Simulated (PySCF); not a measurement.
# C$_{3}$H$_{5}$FS, SMILES `C=CSCF`: electronic structure

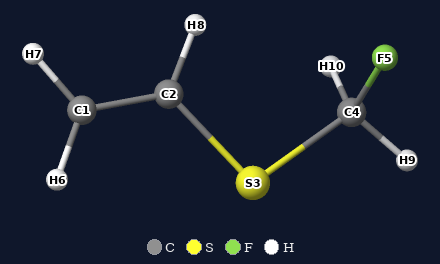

The molecule, with its atoms numbered as below. No frequency check shows the geometry to be a minimum.

Geometry (Å), atoms numbered from 1:

```
C1       2.4657    0.4244   -0.0468
C2       1.1671    0.4721    0.1884
S3       0.0720   -0.8736   -0.1279
C4      -1.4882   -0.1297    0.4327
F5      -1.9019    0.8705   -0.3930
H6       2.9375   -0.4561   -0.4456
H7       3.0961    1.2725    0.1545
H8       0.6724    1.3489    0.5756
H9      -2.2456   -0.9165    0.4200
H10     -1.3642    0.2938    1.4332
```

## 1. Bonding charge

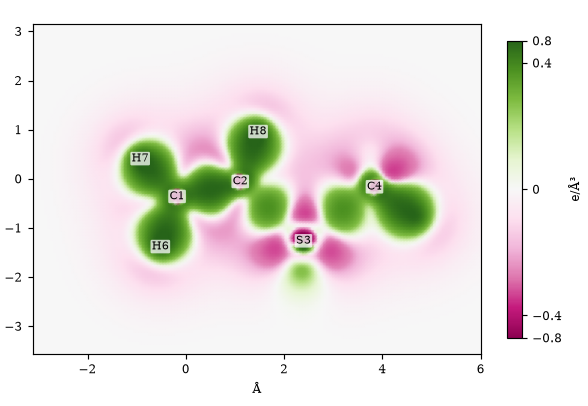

Deformation density (molecule less spherical, spin-averaged free atoms) in the plane of C1, C2, S3, C4, H6, H7 and H8; colour scale in e/Å³, logarithmic beyond ±0.1; green: gain, pink: loss.

Level of theory: TPSSh/def2-TZVP (PySCF), at a geometry from GFN2-xTB.

Q: How much density has each bond in this plane gained at its critical point, relative to the free atoms?

A: C2–H8: +0.76 e/Å³ at the bond critical point (bond length 1.08 Å, Mayer order 0.9). C1–C2: +0.76 e/Å³ at the bond critical point (bond length 1.32 Å, Mayer order 1.9). C1–H6: +0.75 e/Å³ at the bond critical point (bond length 1.08 Å, Mayer order 1.0). C1–H7: +0.74 e/Å³ at the bond critical point (bond length 1.08 Å, Mayer order 0.9). C2–S3: +0.32 e/Å³ at the bond critical point (bond length 1.76 Å, Mayer order 1.1). S3–C4: +0.30 e/Å³ at the bond critical point (bond length 1.82 Å, Mayer order 1.1). In all, 2.2 electrons gather in the regions of gain relative to the promolecule.

Q: Where do the Hirshfeld charges lie?

A: The highest Hirshfeld charge is on H9 (+0.05 e), the lowest on F5 (−0.12 e).

## 2. Bond critical points

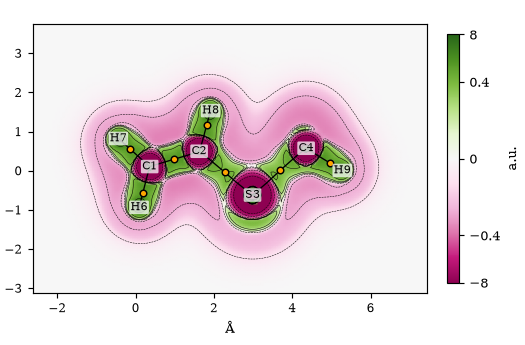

Negative Laplacian of the density (−∇²ρ) in a plane through 8 of the atoms (green positive, pink negative, colour scale in a.u., logarithmic beyond ±0.04), with bond paths and bond critical points (dots).

Q: Sort the bonds in the plane by the sign of ∇²ρ at their critical points.

A: Concentrated (∇²ρ < 0): C1–C2 (−1.10 a.u.); C4–H9 (−1.06 a.u.); C2–H8 (−1.04 a.u.); C1–H6 (−1.04 a.u.); C1–H7 (−1.03 a.u.); C2–S3 (−0.39 a.u.); S3–C4 (−0.32 a.u.). At none is it depleted.

Q: Where along C4–H9 does the critical point lie?

A: 0.71 Å from C4 and 0.38 Å from H9.

## 3. Local ionisation energy

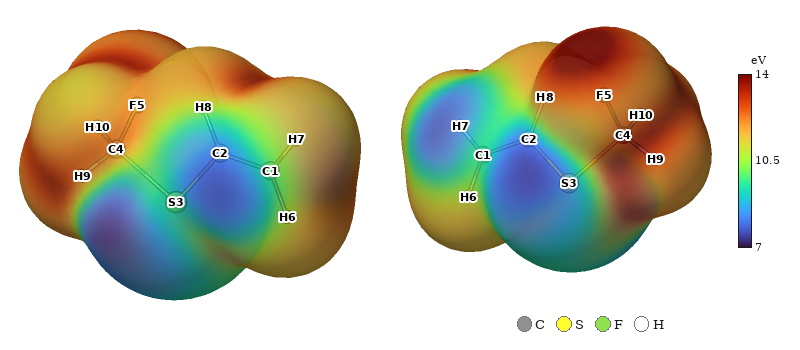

Average local ionisation energy on the surface of electron density 0.001 a.u. (back view left, front view right).

Q: Where are the most loosely bound electrons on this surface?

A: The lowest value is 7.5 eV, 2.2 Å from S3. Further minima include 7.5 eV, 2.3 Å from S3; 7.8 eV, over C1, off the plane of its three bonds (2.1 Å); 7.8 eV, over C1, off the plane of its three bonds (2.0 Å). For comparison, the highest occupied orbital lies at −6.0 eV.

Q: What volume does the surface enclose, and what is the dipole moment?

A: About 112 Å³; the dipole moment is 1.4 D.

## 4. Excited states

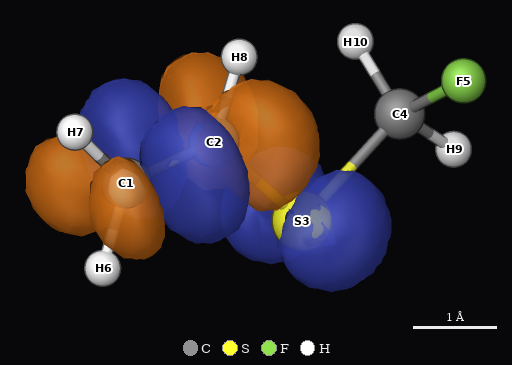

Unrelaxed difference density of T₁ less the ground state (TDA triplet states), ±0.02 e/Å³; orange: gain, blue: loss.

Level of theory: ωB97X/6-31+G* (PySCF), at a geometry from GFN2-xTB.

Q: How does the charge move on excitation?

A: 0.37 e is displaced in all, of which about 0.1 e passes between atoms: S3 (0.12 e) loses electrons and C2 (0.08 e) gains them. The state: 4.11 eV (301 nm), spin-forbidden from the singlet ground state; the leading pair carries 100 %; hole on C1 (39 %), C2 (28 %) and S3 (22 %), electron on C1 (38 %), C2 (36 %) and S3 (10 %); their centroids lie 0.3 Å apart.

## 5. Localised orbitals

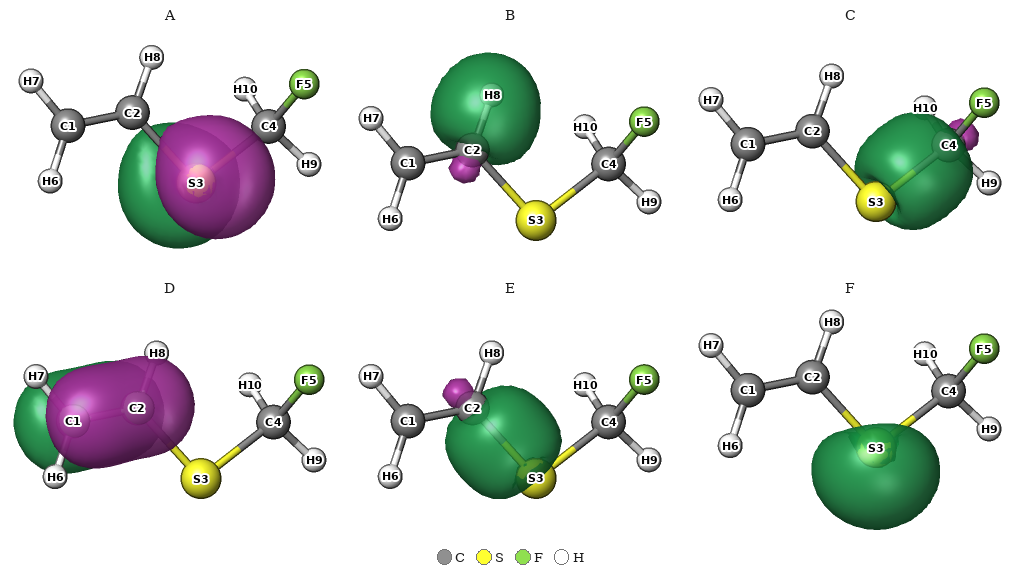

Pipek–Mezey orbitals, occupied; each surface holds about 80 % of the orbital's density. Energies are diagonal elements of the Fock matrix.

Method: HF/def2-SVP; geometry: GFN2-xTB; program: PySCF.

Q: Name the orbitals, with their atomic make-up and energies.

A: By panel:
- A: lone pair on S3 (p-type) (S3 95 %; −10.7 eV)
- B: σ bond C2–H8 (C2 55 %, H8 44 %; −19.4 eV)
- C: σ bond S3–C4 (S3 50 %, C4 49 %; −19.9 eV)
- D: π bond C1–C2 (C1 50 %, C2 49 %; −11.0 eV)
- E: σ bond S3–C2 (S3 50 %, C2 49 %; −20.3 eV)
- F: lone pair on S3 (sp0.5-type) (S3 100 %; −18.2 eV)

Q: How do all the valence pairs divide up?

A: 15 pairs: 9 σ bonds, 5 lone pairs and 1 two-centre π bond.

## 6. Stretching a bond

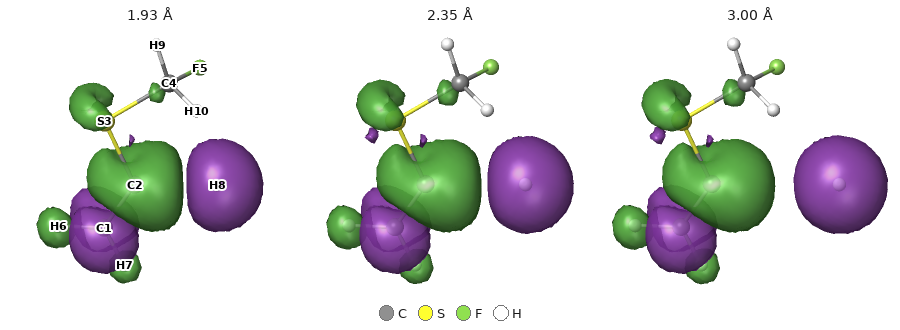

Rigid stretch of the C2–H8 bond. Broken-symmetry UHF spin density at ±0.03 e/Å³ (purple: α, green: β).

Computed with PySCF, def2-SVP basis, geometry: GFN2-xTB.

UHF's ⟨S²⟩ passes 1 along the scan (up to 1.22), so it also polarises electrons outside the stretched bond; its energy lowering isn't due to that bond alone.

Q: How does the broken-symmetry solution share the spin, and how far is it from a pure singlet?

A: At 3.00 Å excess α spin lies mostly on H8 and excess β on C2; the two could be swapped at no cost. ⟨S²⟩ is 0.81 at 1.93 Å, 1.12 at 2.35 Å and 1.22 at 3.00 Å, against 0 for a pure singlet and 1 for an equal mix of singlet and triplet.

Q: Where does the UHF solution part from RHF?

A: Between 1.44 Å (⟨S²⟩ = 0, the two coincide) and 1.66 Å (⟨S²⟩ = 0.26); at 3.00 Å ⟨S²⟩ is 1.22 and UHF lies 3.7 eV below RHF.

Q: How much energy does the stretch cost?

A: By CASSCF, 4.5 eV from the lowest point of the scan (1.07 Å) to 3.00 Å; RHF gives 7.6 eV from its own lowest point. The fragments aren't relaxed and dynamic correlation is missing, so this isn't a bond dissociation energy.

The PySCF runs shown took 67 s, 4.2 min, 2.4 s and 5.5 min on 1 thread of Intel(R) Xeon(R) Processor @ 2.70GHz, on a shared host.
